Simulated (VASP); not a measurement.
# Driving VASP from ASE on MgCu2, part 2 of 3

Do ASE scripts that read MgCu2 from different structure formats give one answer, and do several routes find one equilibrium volume? All runs use LDA. Left out of this account: 1 further run (self-consistent run: a reference on another mesh). The start is a cell from a database of measured crystal structures.

VASP 6.6.1; LDA; plane waves and PAW (Mg, Cu).

So far. Step 2 (A single point (LDA, through ASE)): The pressure is -8.23 GPa and the largest force 0.000 eV/Å, so the cell is not at a minimum at these settings. Step 3 (Self-consistent run (LDA, through ASE)): The energy lies +11.09 meV an atom from the first script, on another mesh.

The database entry behind the starting cell differs from later determinations by our own check (0.1 to 0.3 % short, probably kX units), so it need not match the best structure at ambient conditions.

## Step 4: Relaxing cell and atoms (LDA, through ASE)

Properties are meant for the cell that this level of theory prefers, so cell and atoms are relaxed first (ISIF = 3) until forces and stress are small; EDIFFG sets the threshold.

run.py reads:

```python
import numpy as np
from ase.calculators.vasp import Vasp
from ase import Atoms

atoms = Atoms(['Mg', 'Mg', 'Cu', 'Cu', 'Cu', 'Cu'],
              cell=[[0.0, 3.5105, 3.5105], [3.5105, 0.0, 3.5105], [3.5105, 3.5105, 0.0]],
              scaled_positions=[[0.0, 0.0, 0.0], [0.25, 0.25, 0.25], [0.625, 0.625, 0.625], [0.125, 0.625, 0.625], [0.625, 0.625, 0.125], [0.625, 0.125, 0.625]],
              pbc=True)

calc = Vasp(
    xc='lda',
    pp='LDA',
    prec='Accurate',
    encut=400,
    ediff=1e-06,
    nelm=100,
    ismear=-1,
    sigma=0.05,
    lreal=False,
    algo='Normal',
    nbands=30,
    lasph=True,
    lorbit=11,
    lwave=False,
    lcharg=False,
    kpar=4,
    ibrion=2,
    nsw=60,
    isif=3,
    ediffg=-0.01,
    pp_version='64',
    setups={'Mg': '', 'Cu': ''},
    kpts=(8, 8, 8),
    gamma=True,
    txt='vasp.out',
)
atoms.calc = calc

print("energy (eV):", round(atoms.get_potential_energy(), 6))
print("Fermi level (eV):", round(calc.get_fermi_level(), 4))
print("forces (eV/A):")
print(np.round(atoms.get_forces(), 4))
print("stress (GPa, Voigt, tension positive):", np.round(atoms.get_stress() * 160.21766, 3))
print("cell (A, degrees):", np.round(atoms.cell.cellpar(), 4))
print("volume (A^3):", round(atoms.get_volume(), 4))
print("positions:")
print(np.round(atoms.get_scaled_positions(), 5))
```

PAW data sets: Mg and Cu (LDA family, release 64).

Run with:

```sh
> export ASE_VASP_COMMAND="mpirun -np 4 vasp_std"
> python run.py
```

What it wrote:

```text
energy (eV): -23.685541
Fermi level (eV): 6.1771
forces (eV/A):
[[ 0. -0.  0.]
 [-0.  0. -0.]
 [-0. -0.  0.]
 [-0. -0.  0.]
 [-0. -0.  0.]
 [-0. -0.  0.]]
stress (GPa, Voigt, tension positive): [-0.09 -0.09 -0.09  0.    0.   -0.  ]
cell (A, degrees): [ 4.8276  4.8276  4.8276 60.     60.     60.    ]
volume (A^3): 79.558
positions:
[[0.    0.    0.   ]
 [0.25  0.25  0.25 ]
 [0.625 0.625 0.625]
 [0.125 0.625 0.625]
 [0.625 0.625 0.125]
 [0.625 0.125 0.625]]
```

Wall time 17 s (4 MPI ranks of Intel Xeon 6975P-C (Granite Rapids), shared host); peak memory 0.72 GiB.

The INCAR that ASE wrote:

```
ENCUT = 400.000000
SIGMA = 0.050000
EDIFF = 1.00e-06
EDIFFG = -1.00e-02
ALGO = Normal
PREC = Accurate
IBRION = 2
ISIF = 3
ISMEAR = -1
KPAR = 4
LORBIT = 11
NBANDS = 30
NELM = 100
NSW = 60
LASPH = .TRUE.
LCHARG = .FALSE.
LWAVE = .FALSE.
LREAL = .FALSE.
```

ASE turned this into the KPOINTS:

```
KPOINTS created by Atomic Simulation Environment
0
Gamma
8 8 8
0 0 0
```

vasp.out:

```text
[... set-up lines as in an earlier step ...]
 entering main loop
       N       E                     dE             d eps       ncg     rms          rms(c)
[... 14 cycles as in an earlier step ...]
   1 F= -.23503894E+02 E0= -.23493847E+02  d E =-.235039E+02
 curvature:   0.00 expect dE= 0.000E+00 dE for cont linesearch  0.000E+00
 trial: gam= 0.00000 g(F)=  0.309E-48 g(S)=  0.477E+00 ort = 0.000E+00 (trialstep = 0.100E+01)
 search vector abs. value=  0.477E+00
 bond charge predicted
       N       E                     dE             d eps       ncg     rms          rms(c)
DAV:   1    -0.399421428304E+02   -0.16438E+02   -0.18008E+02  1914   0.237E+02    0.374E+01
DAV:   2    -0.409148136306E+02   -0.97267E+00   -0.23910E+02  1936   0.356E+02    0.226E+01
DAV:   3    -0.243799468970E+02    0.16535E+02   -0.55687E+01  2004   0.140E+02    0.467E+00
DAV:   4    -0.240951599700E+02    0.28479E+00   -0.23239E+00  2496   0.190E+01    0.311E+00
DAV:   5    -0.236880209388E+02    0.40714E+00   -0.85249E-01  2534   0.119E+01    0.106E+00
DAV:   6    -0.237010006718E+02   -0.12980E-01   -0.34374E-01  2332   0.112E+01    0.103E+00
DAV:   7    -0.236764561112E+02    0.24545E-01   -0.96343E-02  2398   0.636E+00    0.622E-02
DAV:   8    -0.236766917909E+02   -0.23568E-03   -0.27954E-03  2026   0.525E-01    0.489E-02
DAV:   9    -0.236766489680E+02    0.42823E-04   -0.32251E-04  2390   0.345E-01    0.178E-02
DAV:  10    -0.236766488107E+02    0.15728E-06   -0.45628E-05  2476   0.133E-01    0.117E-02
DAV:  11    -0.236766461624E+02    0.26483E-05   -0.67350E-06  1844   0.570E-02    0.282E-03
DAV:  12    -0.236766460159E+02    0.14653E-06   -0.67390E-07   966   0.140E-02
   2 F= -.23676646E+02 E0= -.23666776E+02  d E =-.172752E+00
 trial-energy change:   -0.172752  1 .order   -0.157446   -0.476728    0.161835
 step:   0.7719(harm=  0.7466)  dis= 0.00000  next Energy=   -23.694923 (dE=-0.191E+00)
 bond charge predicted
       N       E                     dE             d eps       ncg     rms          rms(c)
DAV:   1    -0.243656280447E+02   -0.68898E+00   -0.97633E+00  1854   0.637E+01    0.660E+00
DAV:   2    -0.240357040603E+02    0.32992E+00   -0.64925E+00  2016   0.565E+01    0.362E+00
DAV:   3    -0.237191015667E+02    0.31660E+00   -0.15122E+00  1964   0.280E+01    0.122E+00
DAV:   4    -0.236955317677E+02    0.23570E-01   -0.47255E-02  2588   0.448E+00    0.716E-02
DAV:   5    -0.236954943825E+02    0.37385E-04   -0.26194E-03  2316   0.765E-01    0.656E-02
DAV:   6    -0.236954395169E+02    0.54866E-04   -0.23701E-04  2816   0.294E-01    0.112E-02
DAV:   7    -0.236954390852E+02    0.43166E-06   -0.28005E-05  2676   0.759E-02    0.401E-03
DAV:   8    -0.236954392772E+02   -0.19198E-06   -0.74452E-07  1088   0.113E-02
   3 F= -.23695439E+02 E0= -.23685541E+02  d E =-.191546E+00
 curvature:  -0.37 expect dE=-0.177E-04 dE for cont linesearch -0.177E-04
 trial: gam= 0.00000 g(F)=  0.323E-48 g(S)=  0.480E-04 ort =-0.479E-02 (trialstep = 0.954E+00)
 search vector abs. value=  0.480E-04
 reached required accuracy - stopping structural energy minimisation
```

OUTCAR, selected parts (step 4):

```text
 Found     29 irreducible k-points:

   NELECT =      48.0000    total number of electrons

 E-fermi :   6.1771

 k-point     1 :       0.0000    0.0000    0.0000
  band No.  band energies     occupation
    ...
     21       4.5649      2.00000
     22       6.0622      1.81753
     23       6.2102      0.68102
     24       6.2102      0.68102
     25       6.2102      0.68102
     26       9.0945      0.00000
     27       9.0945      0.00000
     28       9.3195      0.00000
     29       9.3195      0.00000
     30       9.3195      0.00000

 k-point     2 :       0.1250    0.0000    0.0000
  band No.  band energies     occupation
    ...
     19       4.3716      2.00000
     20       4.3716      2.00000
     21       4.5650      2.00000
     22       5.1954      2.00000
     23       6.1270      1.46332
     24       6.3664      0.04443
     25       6.3664      0.04443
     26       8.6821      0.00000
     27       8.6821      0.00000
     28       9.6648      0.00000
    ...

  Total        0.0446221      0.0446221      0.0446221      0.0000000     -0.0000000     -0.0000000
  in kB        0.8986222      0.8986222      0.8986222      0.0000000     -0.0000000     -0.0000000
  external PRESSURE =       0.8986222 kB  Pullay stress =       0.0000000 kB

  energy-cutoff  :      400.00
  volume of cell :       79.56
      direct lattice vectors                 reciprocal lattice vectors
     0.000000000  3.413641665  3.413641665    -0.146471144  0.146471144  0.146471144
     3.413641665 -0.000000000  3.413641665     0.146471144 -0.146471144  0.146471144
     3.413641665  3.413641665 -0.000000000     0.146471144  0.146471144 -0.146471144

 POSITION                                       TOTAL-FORCE (eV/Angst)
 -----------------------------------------------------------------------------------
      0.00000      0.00000      0.00000         0.000000     -0.000000      0.000000
      1.70682      1.70682      1.70682        -0.000000      0.000000     -0.000000
      4.26705      4.26705      4.26705        -0.000000     -0.000000      0.000000
      4.26705      2.56023      2.56023        -0.000000     -0.000000      0.000000
      2.56023      2.56023      4.26705        -0.000000     -0.000000      0.000000
      2.56023      4.26705      2.56023        -0.000000     -0.000000      0.000000
 -----------------------------------------------------------------------------------
    total drift:                                0.000000      0.000000      0.000000

  FREE ENERGIE OF THE ION-ELECTRON SYSTEM (eV)
  ---------------------------------------------------
  free  energy   TOTEN  =       -23.6954392772 eV

  energy  without entropy=      -23.6756427873  energy(sigma->0) =      -23.68554103

 reached required accuracy - stopping structural energy minimisation

 total charge
# of ion       s       p       d       tot
------------------------------------------
    1        0.204   0.158   0.028   0.391
    2        0.204   0.158   0.028   0.391
    3        0.514   0.443   9.163  10.120
    4        0.514   0.443   9.163  10.120
    5        0.514   0.443   9.163  10.120
    6        0.514   0.443   9.163  10.120
--------------------------------------------------
tot          2.466   2.088  36.709  41.263

[... 8 parts as in an earlier step ...]

[... 5 further parts left out ...]
```

CONTCAR:

```
Mg Cu
   1.00000000000000
     0.0000000000000000    3.4136416653313888    3.4136416653313888
     3.4136416653313888   -0.0000000000000000    3.4136416653313888
     3.4136416653313888    3.4136416653313888   -0.0000000000000000
  Mg              Cu
     2     4
Direct
     0.0000000000000000    0.0000000000000000    0.0000000000000000
     0.2500000000000000    0.2500000000000000    0.2500000000000000
     0.6250000000000000    0.6250000000000000    0.6250000000000000
     0.1250000000000000    0.6250000000000000    0.6250000000000000
     0.6250000000000000    0.6250000000000000    0.1250000000000000
     0.6250000000000000    0.1250000000000000    0.6250000000000000
```

After so large a change of volume the plane waves of the start cell no longer fit, so the final stress carries a basis-set error. The run keeps the 48 symmetry operations of its start, so it cannot find a distortion of lower symmetry.

Step by step:

```tsv
step	energy less that of the first step (eV)	largest force (eV/Å)	pressure (GPa)	volume (Å³)
1	0.0000	0.0000	-8.23	86.52
2	-0.1728	0.0000	3.12	77.57
3	-0.1915	0.0000	0.09	79.56
```

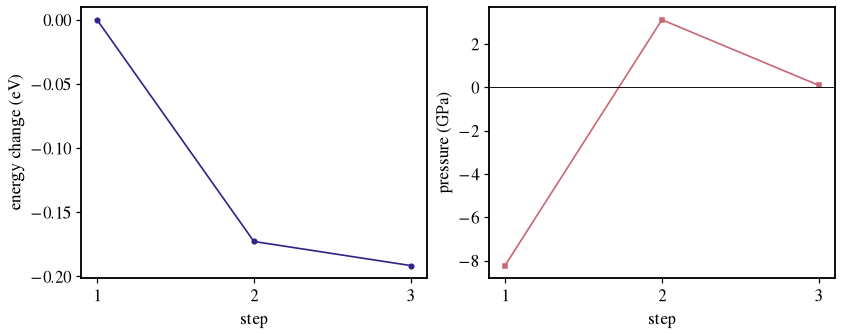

Energy and pressure along the relaxation.

```tsv
conventional cell, symmetrised	before	after	change
a (Å)	7.021	6.827	-2.8 %
b (Å)	7.021	6.827	-2.8 %
c (Å)	7.021	6.827	-2.8 %
volume (Å³/atom)	14.42	13.26	-8.1 %
```

The relaxed structure:

```
Mg Cu
1.0
     0.00000    3.41364    3.41364
     3.41364    0.00000    3.41364
     3.41364    3.41364    0.00000
Mg Cu
2 4
Direct
  0.00000 0.00000 0.00000
  0.25000 0.25000 0.25000
  0.62500 0.62500 0.62500
  0.12500 0.62500 0.62500
  0.62500 0.62500 0.12500
  0.62500 0.12500 0.62500
```

Numbers from this step:

| Property | Result |
| --- | --- |
| irreducible k points | 29 |
| free energy (TOTEN) | -23.70 eV |
| energy at zero smearing | -23.69 eV |
| Fermi energy | 6.177 eV |
| pressure | 0.08986 GPa |
| SCF cycles over all ionic steps | 34 |

It ends with forces that vanish by symmetry and a pressure of 0.09 GPa.

## Step 5: Energy against volume, from ASE (LDA)

An ASE loop scales the volume and fits the energies, which gives the bulk modulus from energies alone.

run.py reads:

```python
import numpy as np
from ase.calculators.vasp import Vasp
from ase.io import read
from ase.eos import EquationOfState
from ase.units import GPa

atoms = read('MgCu2.cif')

calc = Vasp(
    xc='lda',
    pp='LDA',
    prec='Accurate',
    encut=400,
    ediff=1e-06,
    nelm=100,
    ismear=-1,
    sigma=0.05,
    lreal=False,
    algo='Normal',
    nbands=30,
    lasph=True,
    lorbit=11,
    lwave=False,
    lcharg=False,
    kpar=4,
    isif=2,
    pp_version='64',
    setups={'Mg': '', 'Cu': ''},
    kpts=(8, 8, 8),
    gamma=True,
    txt='vasp.out',
)
atoms.calc = calc

cell, volumes, energies = atoms.get_cell(), [], []
for x in [0.94, 0.96, 0.98, 1.0, 1.02, 1.04, 1.06]:
    atoms.set_cell(cell * x ** (1 / 3), scale_atoms=True)
    volumes.append(atoms.get_volume())
    energies.append(atoms.get_potential_energy())
    print(f"{x:.2f}  V = {volumes[-1]:.4f} A^3  E = {energies[-1]:.6f} eV")
v0, e0, b0 = EquationOfState(volumes, energies, eos="birchmurnaghan").fit()
print(f"V0 = {v0:.4f} A^3  E0 = {e0:.6f} eV  B0 = {b0 / GPa:.2f} GPa")
```

MgCu2.cif reads:

```cif
data_MgCu2
_cell_length_a 4.96459671
_cell_length_b 4.96459671
_cell_length_c 4.96459671
_cell_angle_alpha 60.00000000
_cell_angle_beta 60.00000000
_cell_angle_gamma 60.00000000
_space_group_name_H-M_alt 'P1'
_space_group_name_Hall 'P 1'
_space_group_IT_number 1
loop_
_space_group_symop_operation_xyz
'x,y,z'
loop_
_atom_site_label
_atom_site_type_symbol
_atom_site_symmetry_multiplicity
_atom_site_Wyckoff_symbol
_atom_site_fract_x
_atom_site_fract_y
_atom_site_fract_z
_atom_site_occupancy
Mg1 Mg 1 a 0.0000000000 0.0000000000 0.0000000000 1
Mg2 Mg 1 a 0.2500000000 0.2500000000 0.2500000000 1
Cu1 Cu 1 a 0.6250000000 0.6250000000 0.6250000000 1
Cu2 Cu 1 a 0.1250000000 0.6250000000 0.6250000000 1
Cu3 Cu 1 a 0.6250000000 0.6250000000 0.1250000000 1
Cu4 Cu 1 a 0.6250000000 0.1250000000 0.6250000000 1
```

What it wrote:

```text
<dir> UserWarning: The minimum volume of your fit is not in your volumes.  You may not have a minimum in your dataset!
  warnings.warn(
0.94  V = 81.3326 A^3  E = -23.655928 eV
0.96  V = 83.0631 A^3  E = -23.622705 eV
0.98  V = 84.7936 A^3  E = -23.567865 eV
1.00  V = 86.5241 A^3  E = -23.493847 eV
1.02  V = 88.2545 A^3  E = -23.402926 eV
1.04  V = 89.9850 A^3  E = -23.297147 eV
1.06  V = 91.7155 A^3  E = -23.177770 eV
V0 = 79.8709 A^3  E0 = -23.665219 eV  B0 = 114.90 GPa
```

It took 53 s on 4 MPI ranks; peak memory 0.75 GiB.

ASE turned this into the INCAR:

```
ENCUT = 400.000000
SIGMA = 0.050000
EDIFF = 1.00e-06
ALGO = Normal
PREC = Accurate
ISIF = 2
ISMEAR = -1
KPAR = 4
LORBIT = 11
NBANDS = 30
NELM = 100
LASPH = .TRUE.
LCHARG = .FALSE.
LWAVE = .FALSE.
LREAL = .FALSE.
```

ASE turned this into the KPOINTS:

```
KPOINTS created by Atomic Simulation Environment
0
Gamma
8 8 8
0 0 0
```

VASP's own log, vasp.out (the last of its runs):

```text
[banner, memory and clock lines left out]
running    4 mpi-ranks, on    1 nodes
 distrk:  each k-point on    1 cores,    4 groups
 distr:  one band on    1 cores,    1 groups

 POSCAR found type information on POSCAR MgCu
 POSCAR found :  2 types and       6 ions
 LDA part: xc-table for (Slater(with rela. corr.)+CA(PZ))
 , standard interpolation
 POSCAR, INCAR and KPOINTS ok, starting setup
 FFT: planning ... GRIDC
 FFT: planning ... GRID_SOFT
 FFT: planning ... GRID
 WAVECAR not read
 WARNING: random wavefunctions but no delay for mixing, default for NELMDL
 entering main loop
       N       E                     dE             d eps       ncg     rms          rms(c)
DAV:   1     0.330629009873E+03    0.33063E+03   -0.17627E+04  1740   0.188E+03
DAV:   2    -0.183482950035E+01   -0.33246E+03   -0.32149E+03  1740   0.363E+02
DAV:   3    -0.269737572919E+02   -0.25139E+02   -0.22239E+02  1926   0.152E+02
DAV:   4    -0.276196475453E+02   -0.64589E+00   -0.64273E+00  2466   0.298E+01
DAV:   5    -0.276274185048E+02   -0.77710E-02   -0.77698E-02  2638   0.269E+00    0.192E+01
DAV:   6    -0.287810889112E+02   -0.11537E+01   -0.79380E+01  1994   0.189E+02    0.144E+01
DAV:   7    -0.233383423771E+02    0.54427E+01   -0.19818E+01  2156   0.910E+01    0.199E+00
DAV:   8    -0.234866156066E+02   -0.14827E+00   -0.39991E+00  2658   0.332E+01    0.436E+00
DAV:   9    -0.231915633648E+02    0.29505E+00   -0.97026E-01  2194   0.198E+01    0.620E-01
DAV:  10    -0.231892076945E+02    0.23557E-02   -0.45428E-02  2668   0.232E+00    0.250E-01
DAV:  11    -0.231880111775E+02    0.11965E-02   -0.67545E-03  2630   0.153E+00    0.695E-02
DAV:  12    -0.231879607188E+02    0.50459E-04   -0.59119E-04  2500   0.371E-01    0.220E-02
DAV:  13    -0.231879551335E+02    0.55853E-05   -0.25971E-05  2712   0.780E-02    0.367E-03
DAV:  14    -0.231879550351E+02    0.98344E-07   -0.15665E-06  1338   0.206E-02
   1 F= -.23187955E+02 E0= -.23177770E+02  d E =-.203702E-01
```

OUTCAR, selected parts (step 5):

```text
   ENCUT  =  400.0 eV  29.40 Ry    5.42 a.u.   8.25  8.25  8.25*2*pi/ulx,y,z

   NELECT =      48.0000    total number of electrons

 E-fermi :   4.8757

 k-point     1 :       0.0000    0.0000    0.0000
  band No.  band energies     occupation
    ...
     18       2.6767      2.00000
     19       3.3181      2.00000
     20       3.3181      2.00000
     21       3.3181      2.00000
     22       4.8660      1.09584
     23       5.0801      0.03298
     24       5.0801      0.03298
     25       5.0801      0.03298
     26       7.6012      0.00000
     27       7.6012      0.00000
    ...

  Total       -6.9248281     -6.9248281     -6.9248281     -0.0000000     -0.0000000     -0.0000000
  in kB     -120.9697504   -120.9697504   -120.9697504     -0.0000000     -0.0000000     -0.0000000
  external PRESSURE =    -120.9697504 kB  Pullay stress =       0.0000000 kB

 POSITION                                       TOTAL-FORCE (eV/Angst)
 -----------------------------------------------------------------------------------
      0.00000      0.00000      0.00000         0.000000      0.000000      0.000000
      2.53098      1.46126      1.03327        -0.000000     -0.000000     -0.000000
      6.32746      3.65316      2.58317        -0.000000     -0.000000     -0.000000
      3.79647      3.65316      2.58317        -0.000000     -0.000000      0.000000
      5.06197      2.92253      0.51663        -0.000000     -0.000000     -0.000000
      5.06197      1.46126      2.58317        -0.000000     -0.000000      0.000000
 -----------------------------------------------------------------------------------
    total drift:                                0.000000      0.000000      0.000000

  FREE ENERGIE OF THE ION-ELECTRON SYSTEM (eV)
  ---------------------------------------------------
  free  energy   TOTEN  =       -23.1879550351 eV

  energy  without entropy=      -23.1675848548  energy(sigma->0) =      -23.17776994

[... 3 parts as in an earlier step ...]

[... 13 further parts left out ...]
```

The minimum lies outside the volumes of the loop, so the fit is an extrapolation and is not used; the loop should be centred on a relaxed cell.

(Continued in part 3 of 3.)

[Lines on the potential files, build, host, timing and source positions are cut from VASP's logs without a mark.]

[Logs are printed without paths, hosts, clocks, repeated set-up lines and the standing remarks that a program may print on its own settings, such as how far it seeks lower states.]

[Hosts, paths, dates, database ids (printed as entryN), source tags and the programs' standing remarks are cut or masked in the printed files.]

[A measured line is paired with the nearest computed mode of its activity, which favours agreement.]
